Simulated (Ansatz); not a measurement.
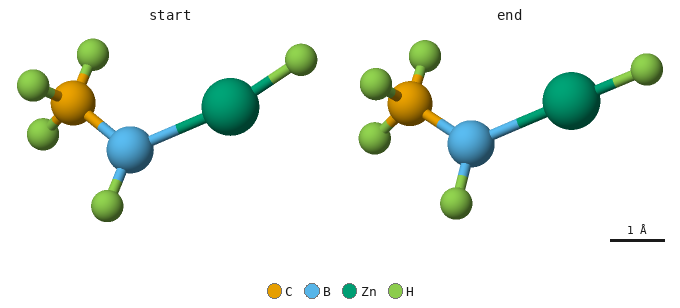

The structure of CH₅BZn before (left) and after (right) a relaxation, at one scale.

A ball-and-stick model, seen at a tilt.

The start comes from GFN2-xTB.

Theory: RKS PBE0-D4/def2-TZVP in Ansatz 0.2.0.

Input file:
```yaml
crystal:
  periodic: [false, false, false]
  atoms:
    - {symbol: C, position_ang: [-0.278360, 0.845390, -0.679220]}
    - {symbol: B, position_ang: [0.408620, 0.219310, 0.593620]}
    - {symbol: Zn, position_ang: [0.180340, -1.799900, 0.972400]}
    - {symbol: H, position_ang: [-1.032320, 0.238760, -1.181140]}
    - {symbol: H, position_ang: [-0.716430, 1.823880, -0.477730]}
    - {symbol: H, position_ang: [0.514060, 1.032340, -1.409580]}
    - {symbol: H, position_ang: [1.052660, 1.000560, 1.192710]}
    - {symbol: H, position_ang: [-0.128560, -3.360330, 0.988940]}
basis:
  gaussian: {orbitals: def2-TZVP}
hamiltonian: {xc: pbe0, dispersion: d4}
relax: {f_tol: 0.005, max_steps: 150}
```

Launched with:
```bash
ansatz run in.yaml --threads 2 --pin off --events-out ev --progress --plain --max-ram 4352MiB
```

Q: Summarise the run.

A: H8 moves most after the best rigid fit: 0.28 Å. By element the largest moves are H 0.28 Å, B 0.14 Å, Zn 0.11 Å, C 0.09 Å. Among the contacts that change: B2–H7 1.176 → 1.206 Å, Zn3–H8 1.591 → 1.562 Å, B2–Zn3 2.067 → 2.088 Å, C1–B2 1.576 → 1.556 Å. Among the angles between lasting bonds that change: B2–Zn3–H8 169.0° → 179.6°, Zn3–B2–H7 128.0° → 118.8°, C1–B2–Zn3 119.2° → 125.7°. The energy falls by 0.066 eV in 8 accepted moves (9 points after the start). The largest force component goes from 0.69 to 0.0046 eV/Å. The line search rejected the trial step at point 3 of the run. The run took 32 s on 2 threads of Arm Neoverse V1 (shared host).
